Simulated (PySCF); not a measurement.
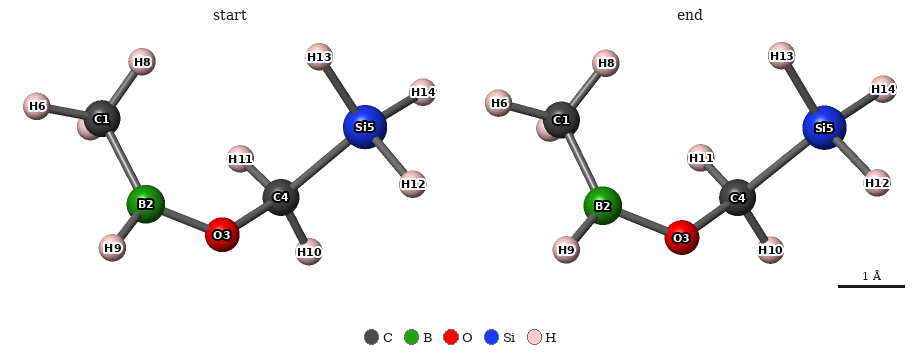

The structure of C2H9BOSi before (left) and after (right) a relaxation, at one scale.

Style: ball-and-stick. Shown face on.

The start comes from GFN2-xTB. Its atoms were then displaced at random by about 0.01 Å.

Theory: PBE0-D3(BJ)/def2-SVP geometry optimisation, gas phase (PySCF 2.14.0, density-fitted response routines). 

What changed between the two?

Over 9 geometry steps the energy falls by 17.4 kJ/mol. The largest move after the best rigid fit is that of an H atom, 0.099 Å. By element the largest moves are H 0.099 Å, C 0.056 Å, B 0.053 Å, O 0.043 Å, Si 0.019 Å. Some distances before and after: B–O 1.310 → 1.353 Å, H–Si 1.456 → 1.495 Å, B–H 1.181 → 1.213 Å, C–H 1.074 → 1.104 Å. Bond angles that change, for instance: Si–C–H 114.1° → 108.8°, O–C–H 107.7° → 112.0°, H–C–H 109.2° → 106.2°.
